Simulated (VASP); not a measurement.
Band structure of Be3CdTe4 (ordered alloy cell). Level of theory: PBEsol GGA, VASP's PBE PAW potentials (set 64) (plane waves; VASP).

Unless said otherwise, spin-orbit coupling is left out, though it shifts the bands of the heavy elements here.

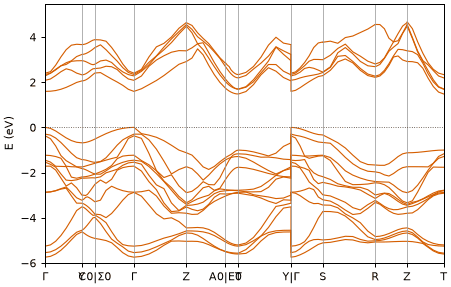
*Bands along high-symmetry lines, zero at the valence-band maximum or, without a gap, the Fermi level*

Read the plot: is there a gap, and where are the band edges?

The gap is indirect, 1.48 eV, from the valence maximum at Γ to the conduction minimum at T. (Edges off the drawn lines would not show.)

The structure was generated: Be3CdTe4 was put into an ordered model structure (Amm2), which need not be its known phase. It was relaxed first.
